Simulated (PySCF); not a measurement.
## Electronic structure of C3H6BrFSi in real space

Input file:

```
{"job": {"kind": "uv", "xc": "CAM-B3LYP", "basis": "def2-SVPD", "nstates": 8, "ntriplets": 3}, "charge": 0, "multiplicity": 1}
C     -1.010680    -1.273468    -0.228465
C     -0.304533    -0.176138     0.017530
C     -0.710481     0.811942     1.068879
Si     1.255902     0.205409    -0.950632
F      1.603521    -1.028309    -1.915354
Br     2.967226     0.355291     0.435315
H     -1.907676    -1.507586     0.324212
H     -0.722740    -1.981842    -0.987278
H     -0.947712     1.771891     0.609931
H      0.102588     0.976989     1.775866
H     -1.583516     0.463448     1.615961
H      1.259300     1.381689    -1.791991
```

Launched as:

```sh
OMP_NUM_THREADS=1 python probes_run.py task.json out
```

Geometry: GFN2-xTB.

Method: CAM-B3LYP/def2-SVPD, SCF density, gas phase (PySCF).

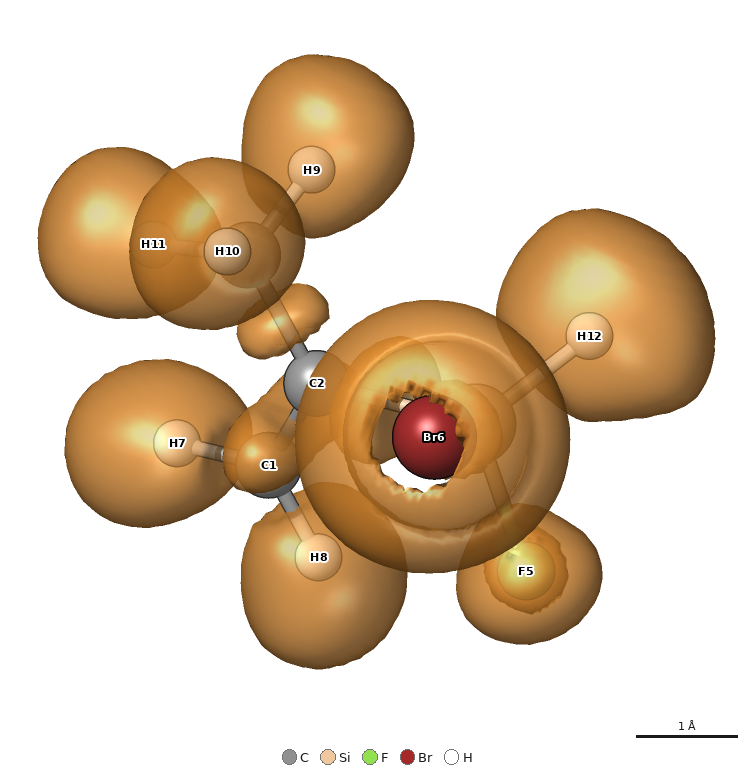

Figure 1. Isosurface of the electron localisation function at 0.8 (orange), seen at an oblique angle. Core shells and regions of very low density are left out.

Identify the bonds, lone pairs and shells in this picture.

The surface consists of one region between bonded Br–Si atoms (shared pairs), two regions between bonded C–C atoms (shared pairs), one region between bonded C–Si atoms (shared pairs), six regions around hydrogen nuclei, one ring or bowl of non-bonding electrons around Br and one region wrapped around F (its lone pairs, merged into a ring or cap). Profiles from the grid: C–C (1.33 Å): the ELF peaks at about 0.95 between the atoms (a short, multiple covalent bond). Si–F (1.60 Å): the ELF peaks at about 0.85 in the valence shell of F, 0.5 Å from its nucleus, and is about 0.50 at the midpoint.

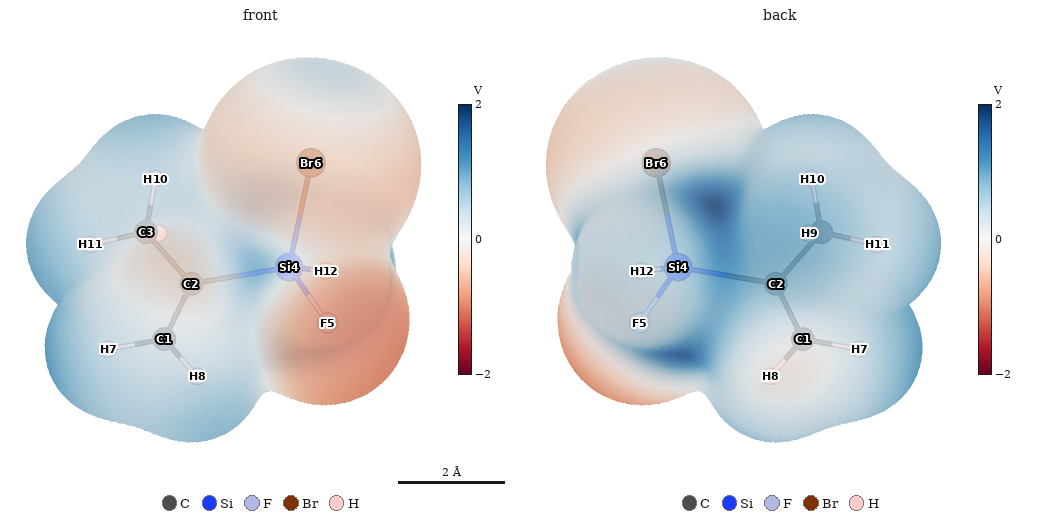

Figure 2. The electrostatic potential painted on the density surface at 0.002 e/bohr³, seen from the front and from behind; red is negative and blue positive.

Describe the electrostatic potential map.

The most negative region (about −1.0 V) lies over F5, the most positive (about +1.7 V) over Si4. Br6 shows a σ-hole: about +0.4 V at the tip opposite its bond, against about −0.3 V on its flanks.

How polar is the molecule by this calculation?

Its dipole moment is 2.49 D.

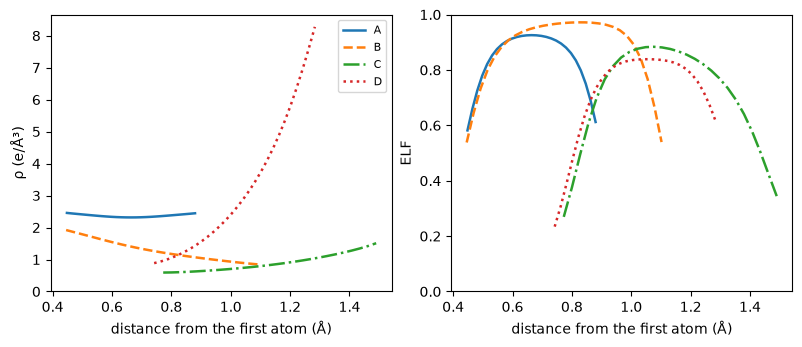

Figure 3. Electron density and electron localisation function along straight lines between neighbouring atoms. The curves leave out the atomic cores.

Which curve belongs to which contact (C–C, C–Si, Si–Br and Si–F)? The first atom named is at distance zero.

Curve A: C–C (1.33 Å): ρ at the midpoint is about 2.3 e/Å³; the ELF peaks at about 0.95 between the atoms; a short, multiple covalent bond. Curve B: C–Si (1.88 Å): ρ is about 1 e/Å³ halfway; the ELF peaks at about 1 between the atoms (localised, covalent bonding). Curve C: Si–Br (2.21 Å): the density is about 0.8 e/Å³ at the midpoint; the ELF peaks at about 0.90 between the atoms (a shared but strongly polarised pair). Curve D: Si–F (1.60 Å): ρ is about 1.1 e/Å³ halfway; the ELF peaks at about 0.85 in the valence shell of F, 0.5 Å from its nucleus, and is about 0.50 at the midpoint.
